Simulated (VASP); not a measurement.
# A VASP study of BaFeO3 (PBEsol + U): structure first, properties next, part 3 of 9

Wanted: the relaxed cell of BaFeO3 and its properties. Left out of this account: 1 further run (relaxation: a spoilt try). The start is a cell from a database of measured crystal structures.

VASP 6.6.1, plane waves and PAW; the level of theory is named at each step.

So far, moment of the cell, from the last line of the log (μB): step 2 (magnetic order: ferromagnetic) 4.12.

The database entry behind the starting cell differs from later determinations by our own check (an axis about 1.3 % long against later determinations), so it need not match the best structure at ambient conditions.

## (4) Magnetic order: antiferromagnetic, q = (1/2, 1/2, 1/2)

Level of this step: PBEsol, DFT+U (Fe d 3 eV), spin-polarised from an antiferromagnetic start; plane waves and PAW (Ba_sv, Fe, O) (VASP).

Next, a pattern with opposite moments, which needs a doubled cell; q is given in the reciprocal vectors of the primitive cell.

INCAR reads:

```
SYSTEM = BaFeO3
PREC = Accurate
ENCUT = 520
EDIFF = 1E-06
NELM = 100
ISMEAR = 0
SIGMA = 0.05
LREAL = .FALSE.
ALGO = Normal
GGA = PS
NBANDS = 51
ISPIN = 2
MAGMOM = 0 0 3 -3 0 0 0 0 0 0
LDAU = .TRUE.
LDAUTYPE = 2
LDAUL = -1 2 -1
LDAUU = 0 3 0
LDAUJ = 0 0 0
LDAUPRINT = 1
LASPH = .TRUE.
LMAXMIX = 4
LORBIT = 11
LWAVE = .FALSE.
LCHARG = .FALSE.
KPAR = 8
ISIF = 2
```

POSCAR reads:

```
BaFeO3
1.0
    8.0400000000      0.0000000000      0.0000000000
    4.0200000000      4.0200000000      0.0000000000
    4.0200000000      0.0000000000      4.0200000000
Ba Fe O
2 2 6
Direct
    0.0000000000      0.0000000000      0.0000000000
    0.5000000000      0.0000000000      0.0000000000
    0.7500000000      0.5000000000      0.5000000000
    0.2500000000      0.5000000000      0.5000000000
    0.0000000000      0.5000000000      0.0000000000
    0.5000000000      0.5000000000      0.0000000000
    0.5000000000      0.5000000000      0.5000000000
    0.0000000000      0.5000000000      0.5000000000
    0.0000000000      0.0000000000      0.5000000000
    0.5000000000      0.0000000000      0.5000000000
```

KPOINTS reads:

```
Automatic mesh
0
Gamma
6 6 6
0 0 0
```

The projector-augmented-wave data sets are Ba_sv, Fe and O (PBE family, release 64).

Run with:

```
> mpirun -np 8 vasp_std
```

The log of the run:

```text
[... set-up lines as in an earlier step ...]
 entering main loop
       N       E                     dE             d eps       ncg     rms          rms(c)
DAV:   1     0.797259542675E+03    0.79726E+03   -0.33166E+04  3264   0.147E+03
DAV:   2     0.203146496528E+02   -0.77694E+03   -0.70937E+03  3525   0.393E+02
DAV:   3    -0.855842222453E+02   -0.10590E+03   -0.10245E+03  3992   0.163E+02
DAV:   4    -0.910552669601E+02   -0.54710E+01   -0.54228E+01  4693   0.370E+01
DAV:   5    -0.912821781956E+02   -0.22691E+00   -0.22659E+00  4968   0.650E+00    0.398E+01
DAV:   6    -0.934409715831E+02   -0.21588E+01   -0.13938E+02  4556   0.111E+02    0.983E+01
DAV:   7    -0.685881422417E+02    0.24853E+02   -0.84807E+01  3965   0.155E+02    0.174E+01
DAV:   8    -0.683120251612E+02    0.27612E+00   -0.10209E+01  4944   0.351E+01    0.102E+01
DAV:   9    -0.684543602808E+02   -0.14234E+00   -0.16163E+00  5253   0.146E+01    0.825E+00
DAV:  10    -0.684424168652E+02    0.11943E-01   -0.35287E-01  4509   0.423E+00    0.633E+00
DAV:  12    -0.684368697636E+02    0.43131E-01   -0.11249E-01  3946   0.519E+00    0.122E+00
DAV:  13    -0.684338802141E+02    0.29895E-02   -0.18840E-02  5255   0.127E+00    0.844E-01
DAV:  14    -0.684340776399E+02   -0.19743E-03   -0.19476E-03  3816   0.220E-01    0.612E-01
DAV:  15    -0.684336169822E+02    0.46066E-03   -0.36187E-03  3710   0.533E-01    0.194E-01
DAV:  16    -0.684335881690E+02    0.28813E-04   -0.45236E-04  5114   0.318E-01    0.141E-01
DAV:  17    -0.684335106586E+02    0.77510E-04   -0.34582E-04  4478   0.119E-01    0.664E-02
DAV:  18    -0.684334928879E+02    0.17771E-04   -0.67829E-05  4152   0.127E-01    0.427E-02
DAV:  19    -0.684334951985E+02   -0.23106E-05   -0.12246E-05  4320   0.236E-02    0.200E-02
DAV:  20    -0.684334937050E+02    0.14935E-05   -0.25543E-06  3287   0.220E-02    0.404E-03
DAV:  21    -0.684334936083E+02    0.96756E-07   -0.41044E-07  2026   0.532E-03
   1 F= -.68433494E+02 E0= -.68430640E+02  d E =-.570737E-02  mag=    -0.0000
```

Elapsed: 45 s, on 8 MPI ranks of Intel Xeon 6975P-C (Granite Rapids), shared host; peak memory 3.9 GiB.

From OUTCAR (step 4):

```text
  LATTYP: Found a face centered cubic cell.
 ALAT       =     8.0400000000

The static configuration has the point symmetry O_h .

 Found     16 irreducible k-points:

   k-points           NKPTS =     16   k-points in BZ     NKDIM =     16   number of bands    NBANDS=     51

   dimension x,y,z NGX =    60 NGY =   42 NGZ =   42
   dimension x,y,z NGXF=   120 NGYF=   84 NGZF=   84

   ENCUT  =  520.0 eV  38.22 Ry    6.18 a.u.  14.95 10.57 10.57*2*pi/ulx,y,z

   NELECT =      72.0000    total number of electrons

atom =   3  type =  2  l = 2

 onsite density matrix

spin component  1

  0.9744 -0.0000  0.0000  0.0000 -0.0000
 -0.0000  0.9744  0.0000  0.0000 -0.0000
  0.0000  0.0000  0.9226 -0.0000 -0.0000
  0.0000  0.0000 -0.0000  0.9744 -0.0000
 -0.0000 -0.0000 -0.0000 -0.0000  0.9226

spin component  2

  0.1355  0.0000  0.0000 -0.0000  0.0000
  0.0000  0.1355 -0.0000  0.0000  0.0000
  0.0000 -0.0000  0.3609  0.0000  0.0000
 -0.0000  0.0000  0.0000  0.1355  0.0000
  0.0000  0.0000  0.0000  0.0000  0.3609

 occupancies and eigenvectors

  o =  0.1355  v =  0.0000  0.0000  0.0000  0.0000  0.0000  1.0000  0.0000  0.0000  0.0000  0.0000      0.0000  0.0000  0.0000  0.0000  0.0000  0.0000  0.0000  0.0000  0.0000  0.0000
  o =  0.1355  v =  0.0000  0.0000  0.0000  0.0000  0.0000  0.0000  0.0018 -0.0000  1.0000  0.0000      0.0000  0.0000  0.0000  0.0000  0.0000  0.0000  0.0000  0.0000  0.0000  0.0000
  o =  0.1355  v =  0.0000  0.0000  0.0000  0.0000  0.0000  0.0000 -1.0000  0.0000  0.0018  0.0000      0.0000  0.0000  0.0000  0.0000  0.0000  0.0000  0.0000  0.0000  0.0000  0.0000
  o =  0.3609  v =  0.0000  0.0000  0.0000  0.0000  0.0000  0.0000 -0.0000 -0.0223  0.0000  0.9998      0.0000  0.0000  0.0000  0.0000  0.0000  0.0000  0.0000  0.0000  0.0000  0.0000
  o =  0.3609  v =  0.0000  0.0000  0.0000  0.0000  0.0000  0.0000 -0.0000 -0.9998  0.0000 -0.0223      0.0000  0.0000  0.0000  0.0000  0.0000  0.0000  0.0000  0.0000  0.0000  0.0000
  o =  0.9226  v =  0.0000 -0.0000 -0.9983  0.0000 -0.0583  0.0000  0.0000  0.0000  0.0000  0.0000      0.0000  0.0000  0.0000  0.0000  0.0000  0.0000  0.0000  0.0000  0.0000  0.0000
  o =  0.9226  v =  0.0000  0.0000  0.0583  0.0000 -0.9983  0.0000  0.0000  0.0000  0.0000  0.0000      0.0000  0.0000  0.0000  0.0000  0.0000  0.0000  0.0000  0.0000  0.0000  0.0000
  o =  0.9744  v =  0.0000 -0.9992  0.0000  0.0392 -0.0000  0.0000  0.0000  0.0000  0.0000  0.0000      0.0000  0.0000  0.0000  0.0000  0.0000  0.0000  0.0000  0.0000  0.0000  0.0000
  o =  0.9744  v =  0.0000 -0.0392 -0.0000 -0.9992 -0.0000  0.0000  0.0000  0.0000  0.0000  0.0000      0.0000  0.0000  0.0000  0.0000  0.0000  0.0000  0.0000  0.0000  0.0000  0.0000
  o =  0.9744  v =  1.0000  0.0000  0.0000  0.0000  0.0000  0.0000  0.0000  0.0000  0.0000  0.0000      0.0000  0.0000  0.0000  0.0000  0.0000  0.0000  0.0000  0.0000  0.0000  0.0000

atom =   4  type =  2  l = 2

 onsite density matrix

spin component  1

  0.1355 -0.0000 -0.0000  0.0000  0.0000
 -0.0000  0.1355 -0.0000  0.0000  0.0000
 -0.0000 -0.0000  0.3609  0.0000  0.0000
  0.0000  0.0000  0.0000  0.1355 -0.0000
  0.0000  0.0000  0.0000 -0.0000  0.3609

spin component  2

  0.9744  0.0000  0.0000 -0.0000 -0.0000
  0.0000  0.9744  0.0000 -0.0000 -0.0000
  0.0000  0.0000  0.9226 -0.0000 -0.0000
 -0.0000 -0.0000 -0.0000  0.9744  0.0000
 -0.0000 -0.0000 -0.0000  0.0000  0.9226

 occupancies and eigenvectors

  o =  0.1355  v =  1.0000  0.0000  0.0000  0.0000  0.0000  0.0000  0.0000  0.0000  0.0000  0.0000      0.0000  0.0000  0.0000  0.0000  0.0000  0.0000  0.0000  0.0000  0.0000  0.0000
  o =  0.1355  v =  0.0000  0.0099 -0.0000  1.0000 -0.0000  0.0000  0.0000  0.0000  0.0000  0.0000      0.0000  0.0000  0.0000  0.0000  0.0000  0.0000  0.0000  0.0000  0.0000  0.0000
  o =  0.1355  v =  0.0000  1.0000  0.0000 -0.0099 -0.0000  0.0000  0.0000  0.0000  0.0000  0.0000      0.0000  0.0000  0.0000  0.0000  0.0000  0.0000  0.0000  0.0000  0.0000  0.0000
  o =  0.3609  v =  0.0000  0.0000 -0.0136  0.0000  0.9999  0.0000  0.0000  0.0000  0.0000  0.0000      0.0000  0.0000  0.0000  0.0000  0.0000  0.0000  0.0000  0.0000  0.0000  0.0000
  o =  0.3609  v =  0.0000 -0.0000  0.9999  0.0000  0.0136  0.0000  0.0000  0.0000  0.0000  0.0000      0.0000  0.0000  0.0000  0.0000  0.0000  0.0000  0.0000  0.0000  0.0000  0.0000
  o =  0.9226  v =  0.0000  0.0000  0.0000  0.0000  0.0000  0.0000  0.0000 -1.0000 -0.0000  0.0094      0.0000  0.0000  0.0000  0.0000  0.0000  0.0000  0.0000  0.0000  0.0000  0.0000
  o =  0.9226  v =  0.0000  0.0000  0.0000  0.0000  0.0000  0.0000 -0.0000 -0.0094 -0.0000 -1.0000      0.0000  0.0000  0.0000  0.0000  0.0000  0.0000  0.0000  0.0000  0.0000  0.0000
  o =  0.9744  v =  0.0000  0.0000  0.0000  0.0000  0.0000  0.0000  0.1406  0.0000 -0.9901  0.0000      0.0000  0.0000  0.0000  0.0000  0.0000  0.0000  0.0000  0.0000  0.0000  0.0000
  o =  0.9744  v =  0.0000  0.0000  0.0000  0.0000  0.0000  0.0000 -0.9901 -0.0000 -0.1406  0.0000      0.0000  0.0000  0.0000  0.0000  0.0000  0.0000  0.0000  0.0000  0.0000  0.0000
  o =  0.9744  v =  0.0000  0.0000  0.0000  0.0000  0.0000  1.0000  0.0000  0.0000  0.0000  0.0000      0.0000  0.0000  0.0000  0.0000  0.0000  0.0000  0.0000  0.0000  0.0000  0.0000

 E-fermi :   2.2487

 spin component 1
 k-point     1 :       0.0000    0.0000    0.0000
  band No.  band energies     occupation
    ...
     30       1.2797      1.00000
     31       1.2797      1.00000
     32       2.1043      0.99998
     33       2.1043      0.99998
     34       2.1043      0.99998
     35       2.3073      0.04845
     36       2.3073      0.04845
     37       2.3073      0.04845
     38       4.3554      0.00000
     39       4.3555      0.00000
    ...

 k-point     2 :       0.1667    0.0000    0.0000
  band No.  band energies     occupation
    ...
     31       1.3423      1.00000
     32       1.7052      1.00000
     33       2.1102      0.99995
     34       2.1102      0.99995
     35       2.2312      0.68945
     36       2.2565      0.41202
     37       2.2565      0.41190
     38       4.3543      0.00000
     39       4.3759      0.00000
     40       4.3761      0.00000
    ...

 k-point     3 :       0.3333    0.0000    0.0000
  band No.  band energies     occupation
    ...
     31       1.2615      1.00000
     32       1.5171      1.00000
     33       1.7527      1.00000
     34       1.7527      1.00000
     35       2.0292      1.00000
     36       2.5634      0.00000
     37       2.5634      0.00000
     38       4.3486      0.00000
     39       4.3940      0.00000
     40       4.3942      0.00000
    ...

 k-point     4 :       0.5000    0.0000    0.0000
  band No.  band energies     occupation
    ...
     31       1.3030      1.00000
     32       1.5801      1.00000
     33       1.5801      1.00000
     34       1.7649      1.00000
     35       1.7680      1.00000
     36       2.7312      0.00000
     37       2.7312      0.00000
     38       4.3446      0.00000
     39       4.3916      0.00000
     40       4.3918      0.00000
    ...

  Total       -5.3595336     -5.3595336     -5.3595336      0.0000000     -0.0000000      0.0000000
  in kB      -66.0890377    -66.0890377    -66.0890377      0.0000000     -0.0000000      0.0000000
  external PRESSURE =     -66.0890377 kB  Pullay stress =       0.0000000 kB

  energy-cutoff  :      520.00
  volume of cell :      129.93
      direct lattice vectors                 reciprocal lattice vectors
     8.040000000  0.000000000  0.000000000     0.124378109 -0.124378109 -0.124378109
     4.020000000  4.020000000  0.000000000     0.000000000  0.248756219  0.000000000
     4.020000000  0.000000000  4.020000000     0.000000000  0.000000000  0.248756219

 POSITION                                       TOTAL-FORCE (eV/Angst)
 -----------------------------------------------------------------------------------
      0.00000      0.00000      0.00000         0.000000      0.000000     -0.000000
      4.02000      0.00000      0.00000         0.000000      0.000000     -0.000000
     10.05000      2.01000      2.01000        -0.000000     -0.000000      0.000000
      6.03000      2.01000      2.01000        -0.000000      0.000000     -0.000000
      2.01000      2.01000      0.00000         0.000000      0.000000     -0.000000
      6.03000      2.01000      0.00000         0.000000     -0.000000      0.000000
      8.04000      2.01000      2.01000        -0.000000      0.000000      0.000000
      4.02000      2.01000      2.01000         0.000000      0.000000     -0.000000
      2.01000      0.00000      2.01000         0.000000     -0.000000     -0.000000
      6.03000      0.00000      2.01000         0.000000      0.000000     -0.000000
 -----------------------------------------------------------------------------------
    total drift:                               -0.000000     -0.000000     -0.000000

  FREE ENERGIE OF THE ION-ELECTRON SYSTEM (eV)
  ---------------------------------------------------
  free  energy   TOTEN  =       -68.4334936083 eV

  energy  without entropy=      -68.4277862414  energy(sigma->0) =      -68.43063992

 total charge
# of ion       s       p       d       tot
------------------------------------------
    1        2.001   5.625   0.317   7.944
    2        2.001   5.625   0.317   7.944
    3        0.381   0.546   5.871   6.798
    4        0.381   0.546   5.871   6.798
    5        1.566   3.357   0.000   4.923
    6        1.566   3.357   0.000   4.923
    7        1.566   3.357   0.000   4.923
    8        1.566   3.357   0.000   4.923
    9        1.566   3.357   0.000   4.923
   10        1.566   3.357   0.000   4.923
--------------------------------------------------
tot         14.160  32.486  12.376  59.022

 magnetization (x)
# of ion       s       p       d       tot
------------------------------------------
    1        0.000   0.000   0.000   0.000
    2        0.000   0.000   0.000   0.000
    3        0.004   0.017   3.639   3.660
    4       -0.004  -0.017  -3.639  -3.660
    5        0.000   0.000   0.000   0.000
    6        0.000   0.000   0.000   0.000
    7        0.000   0.000   0.000   0.000
    8        0.000   0.000   0.000   0.000
    9        0.000   0.000   0.000   0.000
   10        0.000   0.000   0.000   0.000
--------------------------------------------------
tot          0.000   0.000   0.000   0.000

[... 1 part as in an earlier step ...]

[... 6 further parts left out ...]
```

At this level the cell is under a tension of 6.6 GPa, so at these settings it is away from equilibrium.

Numbers from this step:

```yaml
scf_cycles: 21
irreducible_k_points: 16
symmetry_operations: 48
free_energy_toten: -68.4335 eV
energy_at_zero_smearing: -68.4306 eV
fermi_energy: 2.249 eV
pressure: -6.609 GPa
```

Spin moment in the PAW sphere by atom:

```
atom  spin moment in the PAW sphere (μB)
 Ba1                                0.00
 Ba2                                0.00
 Fe3                                3.66
 Fe4                               -3.66
  O5                                0.00
  O6                                0.00
  O7                                0.00
  O8                                0.00
  O9                                0.00
 O10                                0.00
```

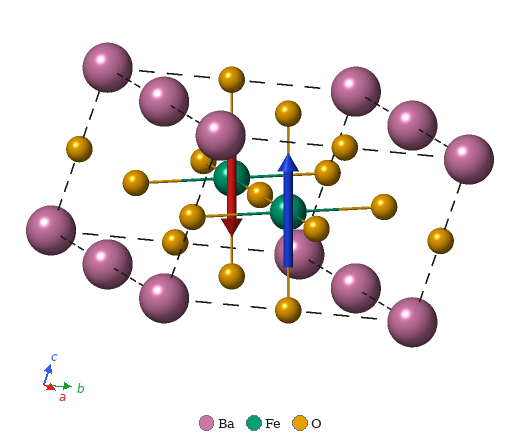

Spin moment in the PAW sphere as arrows, the longest 3.66 μB. Up and down stand for the sign. Arrows give size and sign along the axis of quantisation, drawn up and down the page. The two directions have two colours. Some periodic images of atoms are drawn too.

The energy lies +37.2 meV an atom from the first pattern. The run ends antiferromagnetic with a largest moment of 3.66 μB, and the mesh shows no gap.

(Continued in part 4 of 9.)

[Lines on the potential files, build, host, timing and source positions are cut from VASP's logs without a mark.]

[Logs are printed without paths, hosts, clocks, repeated set-up lines and the standing remarks that a program may print on its own settings, such as how far it seeks lower states.]

[Hosts, paths, dates, database ids (printed as entryN), source tags and the programs' standing remarks are cut or masked in the printed files.]

[A measured line is paired with the nearest computed mode of its activity, which favours agreement.]
